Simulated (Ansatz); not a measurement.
**C2H8GeO (GeH2Me(OMe)): density, localisation and related maps**

```xyz
12

Ge    0.4236    0.5710    0.2845
H     0.4259    0.5752    1.8457
H     1.8941    0.5244   -0.2376
C    -0.5970    2.0522   -0.4699
H    -0.1573    3.0209   -0.1617
H    -1.6445    2.0041   -0.1155
H    -0.5898    1.9897   -1.5749
O    -0.4341   -0.9161   -0.2837
C     0.0707   -2.1752    0.1018
H     1.1125   -2.3583   -0.2606
H    -0.5773   -2.9635   -0.3380
H     0.0732   -2.3244    1.2099
```

Geometry: PBE-D4/def2-SVP.

Theory: RKS PBE0-D4/def2-TZVP in Ansatz.

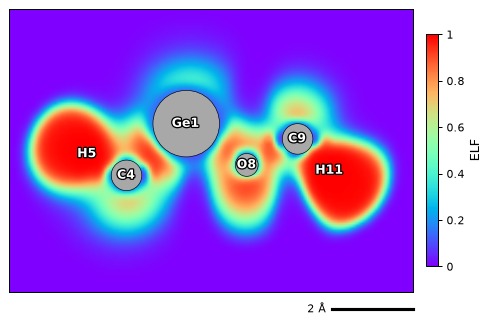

Figure 1. ELF on the plane of atoms O8, C9 and H11. Grey discs cover the atomic cores.

What do the fields say about this system?

The section cuts through Ge, C, H and O sites. C–O (1.41 Å): the ELF peaks at about 0.90 between the atoms, as expected for a shared but strongly polarised pair. Ge–O (1.81 Å): the ELF peaks at about 0.85 in the valence shell of O, 0.6 Å from its nucleus, and is about 0.35 at the midpoint. C–Ge (1.95 Å): the ELF peaks at about 0.90 between the atoms: localised, covalent bonding. C–H (1.11 Å): the ELF climbs to about 1 towards the hydrogen, as it does in any bond to H; a covalent bond by its length. The ELF also peaks beside O8, away from the bonds: lone-pair regions.

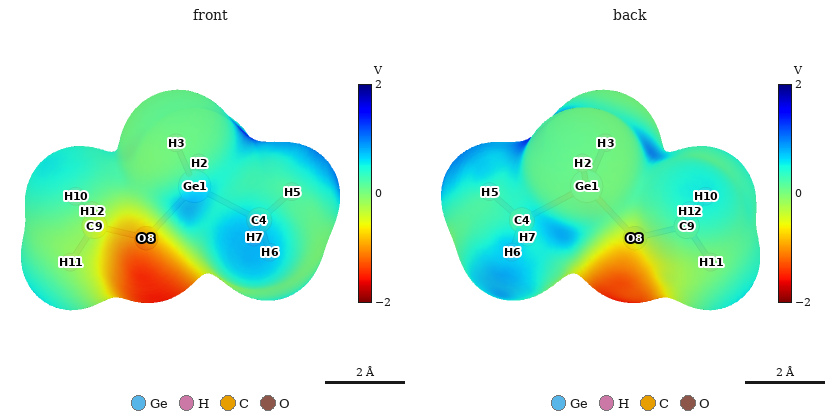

Figure 2. The electrostatic potential painted on the density surface at 0.002 e/bohr³, seen from the front and from behind; the colour scale runs from red (negative) to blue (positive).

Describe the electrostatic potential map.

The most negative region (about −1.5 V, or −35 kcal/mol for a unit charge) lies over O8, the most positive (about +1.4 V, or +32 kcal/mol for a unit charge) over Ge1. O8 is the likeliest acceptor of a hydrogen bond.

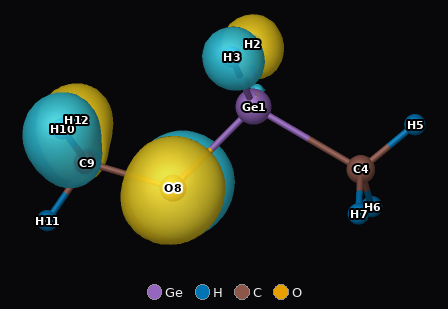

Figure 3. The HOMO at ±0.15 Å⁻³ᐟ² (yellow and cyan are the two phases), seen at a tilt.

Describe this orbital and give its energy.

By Hirshfeld shares it lies mainly on O8 (about 60 %), C9 (about 10 %), Ge1 (about 10 %), H10 (about 5 %) and H12 (about 5 %). Its energy is −7.57 eV.
